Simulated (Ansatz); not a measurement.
```xyz
8

C    -0.2542    0.9867   -0.6131
C    -0.1060   -0.2019   -0.0326
S     1.4168   -1.0231    0.2663
S    -1.5114   -1.1704    0.3946
H     0.5925    1.5332   -1.0097
H    -1.2368    1.4303   -0.7100
H     2.2092    0.0508    0.1047
H    -1.0180   -1.6628    1.5442
```

Geometry: PBE0-D4/def2-TZVP.

The calculation used RKS PBE0-D4/def2-TZVPP (Ansatz).

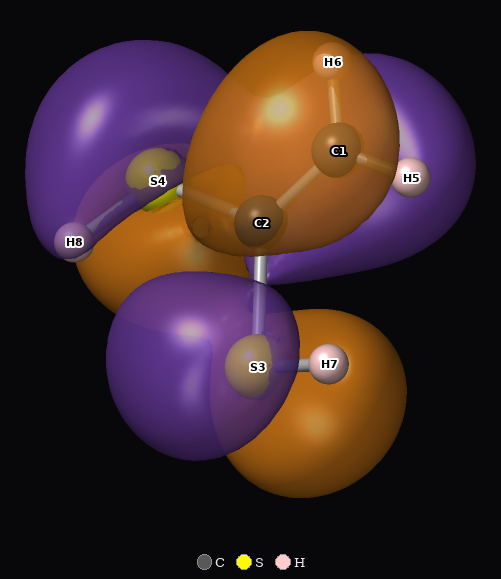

C₂H₄S₂ (SMILES C=C(S)S). The HOMO at ±0.06 Å⁻³ᐟ² (orange and purple are the two phases), seen at a tilt.

Q: Describe this orbital and give its energy.

A: It lies mainly on S3 (about 30 %), C1 (about 30 %), S4 (about 20 %) and C2 (about 15 %). Its energy is −6.59 eV.
